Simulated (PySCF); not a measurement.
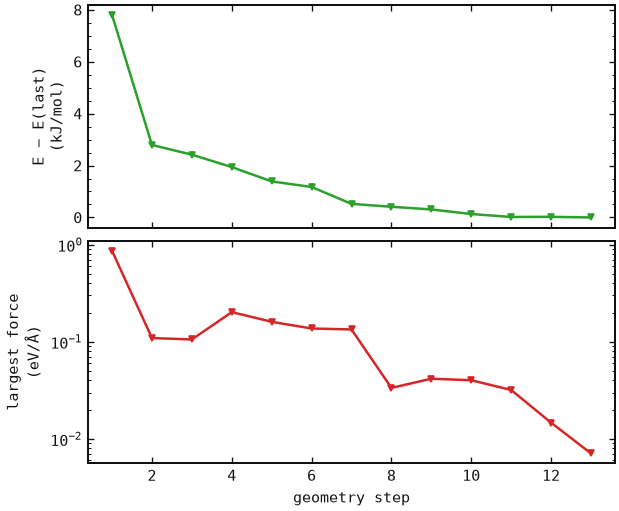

History of a geometry optimisation.

- system: butyrate (SMILES CCCC(=O)[O-]) (charge −1)
- method: PBE0-D3(BJ)/def2-SVP, geometry optimisation (PySCF)

How did it end, and what did it gain?

The optimisation met its thresholds at geometry 13, counting the start as the first. The energy fell by about 7.8 kJ/mol from the first step to the last. The largest force goes from about 0.86 eV/Å at the start to 7 × 10⁻³ eV/Å at the end.

By which step was nine tenths of the energy gained?

By step 7 of 13.
